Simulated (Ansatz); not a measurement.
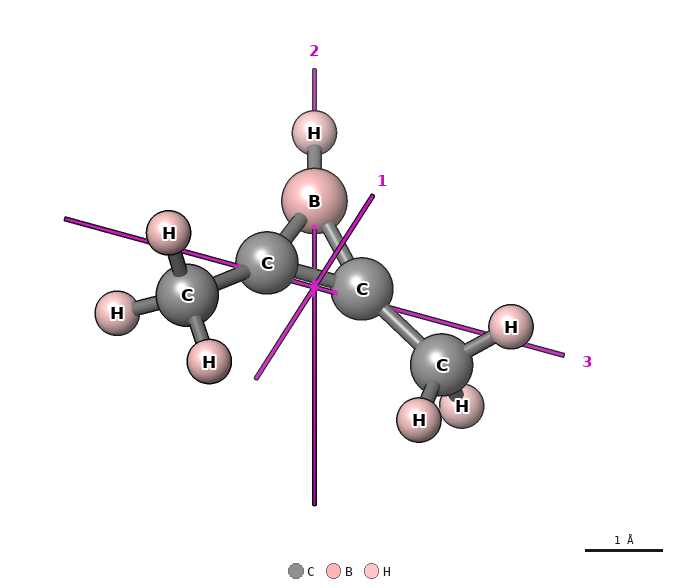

The three principal axes of inertia are drawn and numbered. Atoms fade into the background with distance from the viewer. The geometry was computed by an optimisation with PBE0-D4/def2-TZVP. No frequency run is at hand to confirm it as a minimum. Masses are those of the most abundant isotopes; constants are for the rigid equilibrium geometry.

Which line is the a axis (least moment of inertia), which b and which c?

a is line 3, b is line 2, c is line 1; the moments are 57.2, 121, 172 u Å².

Classify the rotor and give the rotational constants (MHz).

An asymmetric top (C2v): A = 8838, B = 4162, C = 2931 MHz. Ray's parameter κ is −0.58, nearer the prolate limit.
